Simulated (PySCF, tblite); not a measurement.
# C6H9NSi: dynamics, then NMR shifts on frames, part 2 of 2

tblite 0.8.0 and PySCF 2.14.0. Atoms count from 0. The steps go on from the part before.

### Step 6. NMR shieldings: 800 fs, PBE0/pcSseg-1

What the job is given:

```
{"job": {"kind": "nmr", "xc": "PBE0", "basis": "pcSseg-1", "pop": false}, "charge": 0, "multiplicity": 1}
C      2.787600     2.206900     0.759700
C      2.128700     1.222300     0.949000
Si     1.520800    -0.470600     1.185400
N     -0.199500    -0.258700     1.017200
C     -1.284900    -0.796000     1.351900
C     -2.551500    -0.327300     0.825700
C     -2.875200    -0.000200    -0.409500
C     -2.006200    -0.205100    -1.574100
H      3.152700     3.194100     0.504700
H      1.969200    -1.239100     0.026200
H      1.939400    -1.200000     2.401100
H     -1.452400    -1.632700     2.093700
H     -3.280500    -0.178700     1.630900
H     -3.753700     0.566000    -0.647600
H     -1.746700    -1.285200    -1.709900
H     -1.015700     0.290700    -1.553000
H     -2.544700     0.057100    -2.509300
```

Level: GIAO PBE0/pcSseg-1 NMR shielding, non-relativistic, gas phase.

Standard output:

```text
coarse grid: 14784 points
cycle   1  E = -577.5378486338  dE =  9.547e-01  |g| = 5.790e-01  |ddm| = 3.827e+00
cycle   2  E = -577.4385027043  dE =  9.935e-02  |g| = 8.748e-01  |ddm| = 1.475e+00
cycle   3  E = -577.6105566057  dE = -1.721e-01  |g| = 2.136e-01  |ddm| = 1.009e+00
cycle   4  E = -577.6212297242  dE = -1.067e-02  |g| = 4.607e-02  |ddm| = 2.053e-01
cycle   5  E = -577.6215453497  dE = -3.156e-04  |g| = 3.210e-02  |ddm| = 5.194e-02
cycle   6  E = -577.6217920357  dE = -2.467e-04  |g| = 4.455e-03  |ddm| = 2.358e-02
cycle   7  E = -577.6217967144  dE = -4.679e-06  |g| = 1.162e-03  |ddm| = 5.248e-03
final grid: 138520 points
cycle   8  E = -577.6690046427  dE = -3.000e-05  |g| = 7.445e-03  |ddm| = 2.922e-02
cycle   9  E = -577.6690003011  dE =  4.342e-06  |g| = 8.558e-03  |ddm| = 1.593e-02
cycle  10  E = -577.6690192799  dE = -1.898e-05  |g| = 8.706e-04  |ddm| = 9.073e-03
cycle  11  E = -577.6690193985  dE = -1.186e-07  |g| = 4.920e-04  |ddm| = 1.168e-03
cycle  12  E = -577.6690194534  dE = -5.487e-08  |g| = 1.032e-04  |ddm| = 4.243e-04
cycle  13  E = -577.6690194553  dE = -1.918e-09  |g| = 5.841e-05  |ddm| = 1.189e-04
cycle  14  E = -577.6690194561  dE = -8.308e-10  |g| = 1.214e-05  |ddm| = 4.775e-05
converged SCF energy = -577.6690194561

GIAO shielding tensors (ppm)
atom      isotropic    diamagn.    paramagn.     s11        s22        s33       span
  0 C       81.754     268.702    -186.948     -5.594      3.313    247.544    253.138
  1 C       98.466     256.542    -158.077     -2.110      9.894    287.613    289.723
  2 Si     417.233     880.632    -463.400    381.864    406.319    463.515     81.651
  3 N     -123.892     335.969    -459.861   -527.179   -114.625    270.126    797.305
  4 C       10.519     251.598    -241.079    -75.758    -11.657    118.972    194.730
  5 C       47.484     258.424    -210.940    -52.385     62.091    132.747    185.132
  6 C       48.839     257.671    -208.831    -57.195     38.390    165.323    222.518
  7 C      169.506     249.869     -80.363    153.829    169.228    185.461     31.632
  8 H       28.701      32.957      -4.256     24.059     24.112     37.931     13.871
  9 H       26.412      30.185      -3.773     23.792     25.091     30.353      6.561
 10 H       26.131      27.319      -1.188     23.028     24.527     30.838      7.811
 11 H       22.038      27.821      -5.783     20.044     21.827     24.241      4.197
 12 H       25.514      28.355      -2.842     23.520     25.392     27.629      4.109
 13 H       25.438      29.278      -3.840     23.293     24.690     28.331      5.037
 14 H       29.225      30.855      -1.630     26.177     27.825     33.672      7.494
 15 H       28.104      32.620      -4.515     22.083     27.980     34.250     12.167
 16 H       29.651      28.816       0.835     25.518     28.179     35.257      9.739
```

It took 29 s on 1 thread of Intel Xeon Platinum 8375C at 2.90GHz, shared host; peak memory 0.86 GiB.

This run: δ C4 176.4, C5 139.4, C6 138.1, C0 105.2, H11 9.68, H13 6.28 ppm.

### Step 7. Shielding tensors: 1000 fs, PBE0/pcSseg-1

What the job is given:

```
{"job": {"kind": "nmr", "xc": "PBE0", "basis": "pcSseg-1", "pop": false}, "charge": 0, "multiplicity": 1}
C      2.522300     2.633100     0.835200
C      1.812900     1.708300     1.141400
Si     1.257600    -0.020100     1.359000
N     -0.437100    -0.035500     0.923400
C     -1.425900    -0.367000     1.605900
C     -2.710700    -0.529100     0.969100
C     -2.888700    -0.351100    -0.312300
C     -1.926600    -0.039000    -1.409700
H      2.937400     3.582200     0.525300
H      1.768000    -0.726600     0.113300
H      1.730900    -0.634800     2.574000
H     -1.393700    -0.498000     2.725900
H     -3.596600    -0.693500     1.592900
H     -3.937900    -0.535300    -0.685700
H     -1.215900     0.778500    -1.080200
H     -2.455200     0.288800    -2.344800
H     -1.404600    -0.904500    -1.669000
```

Level: GIAO PBE0/pcSseg-1 NMR shielding, non-relativistic, gas phase.

Standard output:

```text
coarse grid: 14784 points
cycle   1  E = -577.5360632628  dE =  9.635e-01  |g| = 5.848e-01  |ddm| = 3.829e+00
cycle   2  E = -577.4338623642  dE =  1.022e-01  |g| = 8.831e-01  |ddm| = 1.664e+00
cycle   3  E = -577.6114555140  dE = -1.776e-01  |g| = 2.037e-01  |ddm| = 1.167e+00
cycle   4  E = -577.6210148399  dE = -9.559e-03  |g| = 4.735e-02  |ddm| = 2.061e-01
cycle   5  E = -577.6213286710  dE = -3.138e-04  |g| = 3.396e-02  |ddm| = 5.656e-02
cycle   6  E = -577.6216084732  dE = -2.798e-04  |g| = 4.868e-03  |ddm| = 2.609e-02
cycle   7  E = -577.6216139423  dE = -5.469e-06  |g| = 1.365e-03  |ddm| = 5.834e-03
final grid: 138520 points
cycle   8  E = -577.6688860174  dE = -2.902e-05  |g| = 7.430e-03  |ddm| = 2.929e-02
cycle   9  E = -577.6688807361  dE =  5.281e-06  |g| = 8.806e-03  |ddm| = 1.735e-02
cycle  10  E = -577.6689003674  dE = -1.963e-05  |g| = 1.215e-03  |ddm| = 1.010e-02
cycle  11  E = -577.6689006481  dE = -2.807e-07  |g| = 4.994e-04  |ddm| = 1.481e-03
cycle  12  E = -577.6689007034  dE = -5.531e-08  |g| = 1.176e-04  |ddm| = 4.482e-04
cycle  13  E = -577.6689007059  dE = -2.475e-09  |g| = 6.768e-05  |ddm| = 1.321e-04
cycle  14  E = -577.6689007070  dE = -1.094e-09  |g| = 1.388e-05  |ddm| = 5.258e-05
cycle  15  E = -577.6689007070  dE = -4.309e-11  |g| = 3.348e-06  |ddm| = 1.341e-05
converged SCF energy = -577.6689007070

GIAO shielding tensors (ppm)
atom      isotropic    diamagn.    paramagn.     s11        s22        s33       span
  0 C       79.728     264.875    -185.147     -6.879     -0.947    247.010    253.888
  1 C       96.768     262.637    -165.869     -4.058      5.908    288.454    292.512
  2 Si     407.189     881.613    -474.424    357.724    412.188    451.656     93.931
  3 N     -110.072     338.010    -448.082   -481.051   -104.078    254.913    735.964
  4 C       14.197     251.161    -236.964    -73.908      0.998    115.500    189.408
  5 C       59.070     258.559    -199.489    -43.429     74.949    145.691    189.120
  6 C       32.860     252.857    -219.997    -74.695     17.458    155.818    230.513
  7 C      161.176     249.446     -88.270    147.435    158.894    177.199     29.763
  8 H       28.796      31.691      -2.895     24.046     24.215     38.126     14.080
  9 H       25.286      30.552      -5.266     22.645     24.514     28.697      6.052
 10 H       26.744      28.601      -1.858     23.674     25.088     31.470      7.796
 11 H       22.479      28.094      -5.615     19.561     21.980     25.896      6.334
 12 H       25.355      28.452      -3.097     23.803     24.136     28.125      4.323
 13 H       24.608      25.360      -0.752     21.231     24.695     27.898      6.666
 14 H       26.678      30.662      -3.984     20.778     26.981     32.274     11.497
 15 H       29.046      28.122       0.925     24.800     27.829     34.509      9.709
 16 H       30.474      33.166      -2.692     27.442     28.823     35.157      7.715
```

Wall time 29 s (1 thread of Intel Xeon Platinum 8375C at 2.90GHz, shared host); peak memory 0.86 GiB.

This run: δ C4 172.7, C6 154.1, C5 127.9, C0 107.2, H11 9.24, H13 7.11 ppm.

### Step 8. Side by side: NMR shifts

Shifts (ppm) of some atoms, chosen among heavy atoms and hydrogens apart, with basis size and wall time:

```
  frame     C4     C6     C5   H14   H15    Si2     N3  functions  time
 250 fs  183.2  158.1  133.2  4.21  1.72  -71.0  381.7        188  40 s
 425 fs  185.8  157.0  131.7  2.01  3.53  -62.4  381.7        188  30 s
 625 fs  179.6  160.1  135.6  2.18  4.55  -62.1  379.4        188  29 s
 800 fs  176.4  138.1  139.4  2.49  3.61  -68.1  391.6        188  29 s
1000 fs  172.7  154.1  127.9  5.04  2.67  -58.0  377.8        188  29 s
```

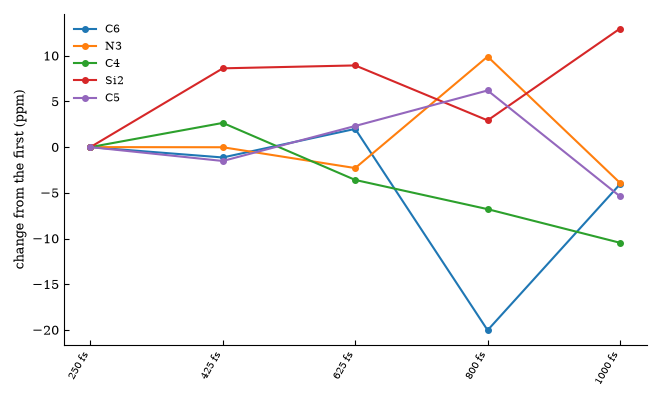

How five of the tabulated atoms move from run to run.

### Step 9. What came out

What follows sums up all 2 parts.

```
                                       quantity                                                     value
                                     thermostat                                                     200 K
                  mean temperature, second half                                                     219 K
        mean potential energy above the minimum                                                   0.44 eV
 ¹³C shifts against TMS (PBE0/pcSseg-1, 250 fs)                183.2, 158.1, 133.2, 106.8, 85.4, 20.2 ppm
  ¹H shifts against TMS (PBE0/pcSseg-1, 250 fs)  9.89, 6.78, 5.98, 5.87, 5.06, 4.21, 3.11, 1.72, 1.33 ppm
²⁹Si shifts against TMS (PBE0/pcSseg-1, 250 fs)                                                 -71.0 ppm
 ¹⁵N shifts against NH3 (PBE0/pcSseg-1, 250 fs)                                                 381.7 ppm
          surface potential, 1st and 99th percentile                                        -1.10 V and 1.56 V
                       range of the shift of C6                                        138.1 to 160.1 ppm
```

In the second half the potential energy averages 0.44 eV above the minimum; equipartition over 45 harmonic modes at 200 K would give 0.39 eV. With 17 atoms the temperature swings widely (129 to 303 K). Shifts at one fixed geometry are not the observed spectrum, which averages over the motion. In the first frame run (250 fs): Shielding is most anisotropic at N3 (span 796 ppm, paramagnetic term -448 ppm). By nearest atom (PBE0/pcSseg-1), the HOMO sits on N3 57 %; H11 12 % and the LUMO on C4, C6 about 23 % each; N3 21 %. In ppm, C6 moves most: its shift spreads over 22.0 ppm, from 138.1 (800 fs) to 160.1 (625 fs).
